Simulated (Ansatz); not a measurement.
# GeH4O2 (SMILES [OH][GeH2][OH]): HF/cc-pVDZ

Aim: the energy change on altering one bond length of GeH4O2 at HF/cc-pVDZ, from 2 runs. 

Program for the calculation: Ansatz 0.2.0.

53 further runs of the same task are left out: 53 set aside as unsound or not needed.

## 1. The structure to begin with

GeH4O2: 7 atoms, total charge 0, spin state singlet. SMILES: `[OH][GeH2][OH]`. Geometry: relaxed at PBE0-D4/def2-TZVP. This is one conformer, not always the lowest.

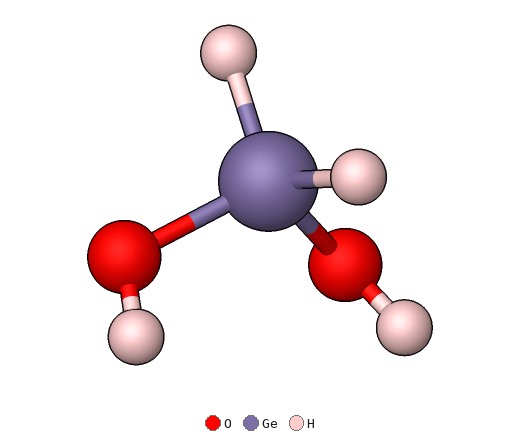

The structure, seen from a chosen angle (oxygen red, germanium purple, hydrogen pink).

## 2. A single-point energy at HF/cc-pVDZ

job.yaml

```yaml
crystal:
  periodic: [false, false, false]
  atoms:
    - {symbol: O, position_ang: [-1.491300, -0.416000, -0.173900]}
    - {symbol: Ge, position_ang: [0.023500, 0.377000, 0.305300]}
    - {symbol: O, position_ang: [1.347400, -0.798900, 0.400600]}
    - {symbol: H, position_ang: [-1.634900, -0.418700, -1.122100]}
    - {symbol: H, position_ang: [0.363400, 1.460500, -0.739100]}
    - {symbol: H, position_ang: [-0.172500, 0.863100, 1.737300]}
    - {symbol: H, position_ang: [1.625600, -1.135200, -0.453800]}
basis:
  gaussian: {orbitals: cc-pVDZ}
hamiltonian: {xc: hf}
output: {orbitals: {seedname: orbitals}}
accuracy: high
```

On the command line:

```
ansatz run job.yaml --threads 1 --pin off --max-ram 3480MiB --events-out events.jsonl --progress --plain --runs-dir runs
```

Standard output:

```text
Warning: RAYON_NUM_THREADS=1 ignored (pool sized by the plan → 1); use --threads N
Functional definition: HF
  name "HF"
  exchange = exact_x
  correlation = 0
1673 factors; integrals over basis functions are off by at most 4.6e-9 eV
mean field evaluation 1: about -60607.7620 eV, gradient 4.4e1 eV
mean field evaluation 2: about -60607.7762 eV, gradient 4.4e1 eV
mean field evaluation 4: about -60611.4930 eV, gradient 2.3e0 eV
mean field evaluation 8: about -60611.5124 eV, gradient 9.8e-2 eV
mean field -60611.51252022 eV, -2227.4320011592 hartree, gradient 2.7e-8 eV, S^2 0.000000; 0 other end points of the search recorded, 0 dependent functions left out
reference -60611.51252022 eV, -2227.4320011592 hartree; 26, 26 occupied and 49, 49 virtual orbitals, 1673 factors
Total energy: -60611.51252022 eV, -2227.4320011592 hartree
```

It took 2.1 s on 1 thread of Arm Neoverse V2, shared host; peak memory 0.2 GiB.

## 3. The distorted shape at the same level

molecule.yaml

```yaml
basis:
  gaussian: {orbitals: cc-pVDZ}
crystal:
  periodic: [false, false, false]
  atoms:
    - {symbol: O, position_ang: [-1.376424, -0.413840, 0.584632]}
    - {symbol: Ge, position_ang: [0.138376, 0.379160, 1.063832]}
    - {symbol: O, position_ang: [1.462276, -0.796740, 1.159132]}
    - {symbol: H, position_ang: [-1.634900, -0.418700, -1.122100]}
    - {symbol: H, position_ang: [0.478276, 1.462660, 0.019432]}
    - {symbol: H, position_ang: [-0.057624, 0.865260, 2.495832]}
    - {symbol: H, position_ang: [1.740476, -1.133040, 0.304732]}
accuracy: high
hamiltonian: {xc: hf}
output: {orbitals: {seedname: orbitals}}
```

On the command line:

```
ansatz run molecule.yaml --threads 1 --pin off --max-ram 3480MiB --events-out events.jsonl --progress --plain --runs-dir runs
```

Standard output:

```text
Warning: RAYON_NUM_THREADS=1 ignored (pool sized by the plan → 1); use --threads N
[... 4 set-up lines as earlier in the session ...]
1673 factors; integrals over basis functions are off by at most 4.5e-9 eV
mean field evaluation 1: about -60600.9046 eV, gradient 4.9e1 eV
mean field evaluation 2: about -60600.9442 eV, gradient 5.0e1 eV
mean field evaluation 4: about -60606.6248 eV, gradient 5.0e0 eV
mean field evaluation 8: about -60606.7553 eV, gradient 8.1e-1 eV
mean field evaluation 16: about -60606.7606 eV, gradient 4.6e-7 eV
mean field -60606.76059102 eV, -2227.2573709823 hartree, gradient 1.5e-8 eV, S^2 0.000000; 0 other end points of the search recorded, 0 dependent functions left out
reference -60606.76059102 eV, -2227.2573709823 hartree; 26, 26 occupied and 49, 49 virtual orbitals, 1673 factors
Total energy: -60606.76059102 eV, -2227.2573709823 hartree
```

It took 2.2 s on 1 thread of Arm Neoverse V2, shared host; peak memory 0.19 GiB.

## 4. Results

At HF/cc-pVDZ:

```
                                                         quantity           value
                                        first shape: total energy  -2227.43200 Eh
                                         first shape: HOMO energy       -12.50 eV
                                         first shape: LUMO energy         4.13 eV
                                       first shape: HOMO–LUMO gap        16.63 eV
                                    distorted shape: total energy  -2227.25737 Eh
                                     distorted shape: HOMO energy       -11.82 eV
                                     distorted shape: LUMO energy         0.19 eV
                                   distorted shape: HOMO–LUMO gap        12.01 eV
energy change with the O1–H4 bond stretched from 0.959 to 1.726 Å        4.752 eV
```

What this shows: With the O1–H4 bond stretched from 0.959 to 1.726 Å the energy rises by 4.75 eV (458 kJ/mol). The first shape isn't relaxed at this level, so the change isn't measured from a minimum. A restricted reference can't describe the breaking bond well at this length.
